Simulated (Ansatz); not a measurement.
# SnH4 (SMILES [H][Sn]([H])([H])[H]): BHLYP/STO-3G

What is the energy change on altering one bond length of SnH4 at BHLYP/STO-3G? 

The results are computed with Ansatz 0.2.0.

34 further runs of the same task are left out: 9 that didn't finish, 25 set aside as unsound or not needed.

## (1) The structure to begin with

SnH4: 5 atoms, total charge 0, spin state singlet. SMILES: `[H][Sn]([H])([H])[H]`. Geometry: a GFN2-xTB relaxation, a rough one for these elements and not checked as a minimum.

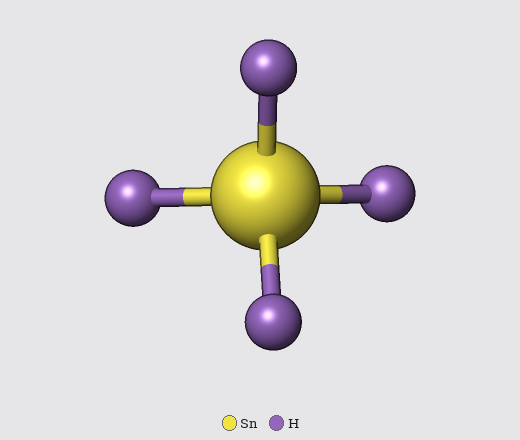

Viewed from a chosen angle; tin yellow, hydrogen purple.

## (2) A single-point energy at BHLYP/STO-3G

File job.yaml:

```yaml
crystal:
  periodic: [false, false, false]
  atoms:
    - {symbol: Sn, position_ang: [-0.000990, -0.000230, -0.000480]}
    - {symbol: H, position_ang: [0.011990, -0.018470, 1.638220]}
    - {symbol: H, position_ang: [1.540690, 0.010760, -0.554870]}
    - {symbol: H, position_ang: [-0.779740, 1.342080, -0.527140]}
    - {symbol: H, position_ang: [-0.771950, -1.334140, -0.555740]}
basis:
  gaussian:
    orbitals: STO-3G
hamiltonian:
  xc: {name: BHLYP}
accuracy: high
```

On the command line:

```sh
$ ansatz run job.yaml --threads 1 --pin off --max-ram 2610MiB --events-out events.jsonl --progress --plain --runs-dir runs
```

The log of the run:

```text
Warning: RAYON_NUM_THREADS=1 ignored (pool sized by the plan → 1); use --threads N
Functional definition: BHLYP
  name "BHLYP"
  parameter a = 0.5
  exchange = (1 - a)*b88_x + a*exact_x
  correlation = lyp_c
547 factors; integrals over basis functions are off by at most 4.9e-9 eV
mean field evaluation 1: about -162394.8322 eV, gradient 4.9e0 eV
mean field evaluation 2: about -162394.9650 eV, gradient 9.9e-1 eV
mean field evaluation 4: about -162394.9160 eV, gradient 1.2e-1 eV
mean field evaluation 8: about -162394.9161 eV, gradient 9.6e-6 eV
mean field -162394.91609078 eV, -5967.9030911084 hartree, gradient 7.5e-8 eV, S^2 0.000000; 0 other end points of the search recorded, 0 dependent functions left out
reference -162394.91610816 eV, -5967.9030917472 hartree; 27, 27 occupied and 4, 4 virtual orbitals, 547 factors
Total energy: -162394.91610816 eV, -5967.9030917472 hartree
```

Wall time 1.4 s (1 thread of Arm Neoverse V1, shared host); peak memory 0.1 GiB.

## (3) The distorted shape, same level

File run.yaml:

```yaml
crystal:
  periodic: [false, false, false]
  atoms:
    - {symbol: Sn, position_ang: [-0.004235, 0.004330, -0.410189]}
    - {symbol: H, position_ang: [0.011990, -0.018470, 1.638220]}
    - {symbol: H, position_ang: [1.537445, 0.015320, -0.964579]}
    - {symbol: H, position_ang: [-0.782985, 1.346640, -0.936849]}
    - {symbol: H, position_ang: [-0.775195, -1.329580, -0.965449]}
basis:
  gaussian: {orbitals: STO-3G}
hamiltonian: {xc: {name: BHLYP}}
accuracy: high
```

On the command line:

```sh
$ ansatz run run.yaml --threads 1 --pin off --max-ram 2610MiB --events-out events.jsonl --progress --plain --runs-dir runs
```

The log of the run:

```text
Warning: RAYON_NUM_THREADS=1 ignored (pool sized by the plan → 1); use --threads N
Functional definition: BHLYP
  name "BHLYP"
  parameter a = 0.5
  exchange = (1 - a)*b88_x + a*exact_x
  correlation = lyp_c
549 factors; integrals over basis functions are off by at most 4.9e-9 eV
mean field evaluation 1: about -162393.6322 eV, gradient 6.4e0 eV
mean field evaluation 2: about -162393.8541 eV, gradient 2.2e0 eV
mean field evaluation 4: about -162393.8817 eV, gradient 2.1e-1 eV
mean field evaluation 8: about -162393.8087 eV, gradient 7.5e-5 eV
mean field -162393.80868616 eV, -5967.8623947395 hartree, gradient 5.6e-8 eV, S^2 0.000000; 0 other end points of the search recorded, 0 dependent functions left out
reference -162393.80870391 eV, -5967.8623953917 hartree; 27, 27 occupied and 4, 4 virtual orbitals, 549 factors
Total energy: -162393.80870391 eV, -5967.8623953917 hartree
```

It took 1.6 s on 1 thread of Arm Neoverse V1, shared host; peak memory 0.1 GiB.

## (4) What came out

At BHLYP/STO-3G:

```
                                                          quantity           value
                                         first shape: total energy  -5967.90309 Eh
                                     distorted shape: total energy  -5967.86240 Eh
energy change with the Sn1–H2 bond stretched from 1.639 to 2.049 Å        1.107 eV
```

What this shows: With the Sn1–H2 bond stretched from 1.639 to 2.049 Å the energy rises by 1.11 eV (107 kJ/mol). The first shape isn't relaxed at this level, so the change isn't measured from a minimum. The minimal basis adds a large error of its own. Relativity is left out (first shape) although the molecule holds a heavy atom. Relativity is left out (distorted shape) although the molecule holds a heavy atom.
